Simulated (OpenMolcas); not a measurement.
# Single-point calculation of PO2 (part 1 of 2)

- system: PO2 (phosphorus dioxide), multiplicity 2
- method: CASPT2/ANO-XS-VDZ, DKH2 (OpenMolcas 26.06)

The geometry comes from this level: GFN2-xTB.

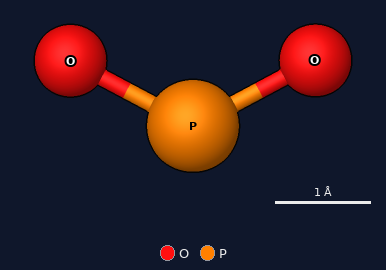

Fig. 1: The structure as given in the input (ball-and-stick view, seen on its broad side).

**Input file**
```
>>> EXPORT MOLCAS_PRINT=2
&GATEWAY
COORD
3
angstrom
O        0.331710       1.226310       0.317670
P       -0.403940       0.077030      -0.212130
O        0.072230      -1.303340      -0.105540
BASIS
ANO-XS-VDZ
GROUP
NoSym
RICD
&SEWARD
RELATIVISTIC
R02E00
&RASSCF
FILEORB
$CurrDir/step2.RasOrb
SPIN
2
NACTEL
5 0 0
INACTIVE
13
RAS2
4
ORBLISTING
Nothing
&CASPT2
IMAGINARY
0.2
```

Run on 1 thread of Arm Neoverse V1, 24 GiB of memory available, shared host.

Command:
```bash
export MOLCAS_MEM=1860
pymolcas step9.input > step9.log
```

**Output**
```
--- Start Module: gateway ---

                                              &GATEWAY

                       available to each process: 1.9 GB of memory, 1 thread

++    Symmetry information:
      ---------------------

                    Character Table for C1

                             E
                    a        1  x, y, xy, Rz, z, xz, Ry, yz, Rx, I
--

++    Basis set information:
      ----------------------

      Basis set label: O.ANO-XS...3S2P.

      Electronic valence basis set:
      ------------------
      Associated Effective Charge   8.000000 au
      Associated Actual Charge      8.000000 au
      Nuclear Model: Finite nucleus - Gaussian distribution
        Gaussian exponent, Xi/bohr**(-2):  5.86314E+08

      Shell  nPrim  nBasis  Cartesian Spherical Contaminant
         s       8       3        X
         p       4       2        X

      Basis set label: P.ANO-XS...4S3P.

      Electronic valence basis set:
      ------------------
      Associated Effective Charge  15.000000 au
      Associated Actual Charge     15.000000 au
      Nuclear Model: Finite nucleus - Gaussian distribution
        Gaussian exponent, Xi/bohr**(-2):  4.11175E+08

      Shell  nPrim  nBasis  Cartesian Spherical Contaminant
         s      11       4        X
         p       7       3        X

      Basis set label: O.ANO-XS...3S2P.

      Electronic valence basis set:
      ------------------
      Associated Effective Charge   8.000000 au
      Associated Actual Charge      8.000000 au
      Nuclear Model: Finite nucleus - Gaussian distribution
        Gaussian exponent, Xi/bohr**(-2):  5.86314E+08

      Shell  nPrim  nBasis  Cartesian Spherical Contaminant
         s       8       3        X
         p       4       2        X
--

++    Molecular structure info:
      -------------------------

                    ************************************************
                    **** Cartesian Coordinates / bohr, angstrom ****
                    ************************************************

     Center  Label                x              y              z                     x              y              z
        1      O1               0.626841       2.317390       0.600309              0.331710       1.226310       0.317670
        2      P2              -0.763336       0.145566      -0.400868             -0.403940       0.077030      -0.212130
        3      O3               0.136495      -2.462956      -0.199442              0.072230      -1.303340      -0.105540

                    ***************************************
                    *    InterNuclear Distances / bohr    *
                    ***************************************

               1 O1            2 P2            3 O3
    1 O1       0.000000
    2 P2       2.766183        0.000000
    3 O3       4.871524        2.766704        0.000000

                    *******************************************
                    *    InterNuclear Distances / angstrom    *
                    *******************************************

               1 O1            2 P2            3 O3
    1 O1       0.000000
    2 P2       1.463801        0.000000
    3 O3       2.577899        1.464077        0.000000

                    **************************************
                    *    Valence Bond Angles / degree    *
                    **************************************
                          Atom centers                 Phi
                      1 O1       2 P2       3 O3       123.40
--

            Nuclear Potential Energy             99.89155773 au

--- Stop Module: gateway /rc=_RC_ALL_IS_WELL_ ---

--- Start Module: seward ---

                                              &SEWARD

                       available to each process: 1.9 GB of memory, 1 thread

               SEWARD will generate:
                  Multipole Moment integrals up to order  2
                  Kinetic Energy integrals
                  Nuclear Attraction integrals (finite nuclei - Gaussian type)
                  One-Electron Hamiltonian integrals
                  Velocity integrals
                  Relativistic Douglas-Kroll-Hess integrals:
                    - Parametrization         : EXP
                    - DKH order of Hamiltonian: 2
                    - DKH order of Properties : 0
                         - multipole moment operators
                         - electric potential operators
                         - contact operators
                  Orbital angular momentum around ( -0.1816   0.0346  -0.0954 )
                  Velocity quadrupole around ( -0.1816   0.0346  -0.0954 )
                  RI decomposed two-electron repulsion integrals stored Cholesky style
                   - acCD auxiliary basis
                   - CD Threshold:   1.00E-04

                   Integrals are discarded if absolute value <: 1.00E-14
                   Integral cutoff threshold is set to       <: 1.00E-16

            Nuclear Potential Energy             99.89155773 au

      Basis set specifications :
      Symmetry species         a
      Basis functions           31

--- Stop Module: seward /rc=_RC_ALL_IS_WELL_ ---

--- Start Module: rasscf ---

                                              &RASSCF

                       available to each process: 1.9 GB of memory, 1 thread

      Header of the ONEINT file:
      --------------------------

      OrdInt status: non-squared

      Cartesian coordinates in angstrom:
      -----------------------------------------------------
      No.  Label        X            Y            Z
      -----------------------------------------------------
       1   O1         0.33171000   1.22631000   0.31767000
       2   P2        -0.40394000   0.07703000  -0.21213000
       3   O3         0.07223000  -1.30334000  -0.10554000
      -----------------------------------------------------
      Nuclear repulsion energy =   99.89155773

++    Wave function specifications:
      -----------------------------

      Number of closed shell electrons          26
      Number of electrons in active shells       5
      Max number of holes in RAS1 space          0
      Max nr of electrons in RAS3 space          0
      Number of inactive orbitals               13
      Number of active orbitals                  4
      Number of secondary orbitals              14
      Spin quantum number                      0.5
      State symmetry                             1
--

++    Orbital specifications:
      -----------------------

      Symmetry species                           1
                                                 a
      Frozen orbitals                            0
      Inactive orbitals                         13
      Active orbitals                            4
      RAS1 orbitals                              0
      RAS2 orbitals                              4
      RAS3 orbitals                              0
      Secondary orbitals                        14
      Deleted orbitals                           0
      Number of basis functions                 31
--

++    CI expansion specifications:
      ----------------------------

      Number of CSFs                            20
      Number of determinants                    24
      Number of root(s) required                 1
      Root chosen for geometry opt.              1
      CI root used                               1

      highest root included in the CI            1
      max. size of the explicit Hamiltonian     20
--

++    Optimization specifications:
      ----------------------------

      RASSCF algorithm: LK RI/DF
      Maximum number of macro iterations       200
      Maximum number of SX iterations          100
      Threshold for RASSCF energy            1.000E-08
      Threshold for max MO rotation          1.000E-01
      Threshold for max BLB element          1.000E-04
      Level shift parameter                  5.000E-01
      Make Quasi-Newton update
--

      The MO-coefficients are taken from the file:
      step2.RasOrb
      Title: RASSCF average (pseudo-natural) orbitals

      Total molecular charge    0.00

      ************************************************************************************************************************
      *                                            Wave function control section                                             *
      ************************************************************************************************************************

                                         RASSCF iterations: Energy and convergence statistics
                                         ----------------------------------------------------

          iter iter root      energy       change     param      element    value   shift minimum  type update hh:mm:ss
 Nr of preliminary CI iterations:   1
        1   1    4    1  -491.17823023    0.00E+00   3.54E-05   12  28 1  5.66E-05   0.25   0.00    SX    NO    0:00:00
        2   1    4    1  -491.17823024   -4.64E-09  -2.29E-05   13  18 1 -2.37E-05   0.25   0.00    SX    NO    0:00:00
        3   1    4    1  -491.17823024   -7.16E-10  -1.64E-05   12  28 1  1.45E-05   0.25   0.00    SX    NO    0:00:00
        4   1    4    1  -491.17823024   -3.78E-10  -1.69E-05   13  18 1 -9.43E-06   0.25   0.00    SX    NO    0:00:00
      Convergence after  4 iterations
        5   1    4    1  -491.17823024   -2.22E-10  -1.69E-05   12  28 1  4.82E-06   0.25   0.00    SX    NO    0:00:00

      ************************************************************************************************************************
                                                      Wave function printout:
                       occupation of active orbitals, and spin coupling of open shells (u,d: Spin up or down)
      ************************************************************************************************************************

      Note: transformation to natural orbitals
      has been made, which may change the order of the CSFs.

      printout of CI-coefficients larger than  0.05 for root  1
      energy=    -491.178230
      conf/sym  1111     Coeff  Weight
             1  22u0  -0.96901 0.93897
            13  ud2u   0.12505 0.01564
            16  02u2  -0.13592 0.01847
            17  uu2d  -0.14851 0.02205
            20  0u22  -0.05630 0.00317

      Natural orbitals and occupation numbers for root  1
      sym 1:   1.918313   1.957632   1.040697   0.083358
```
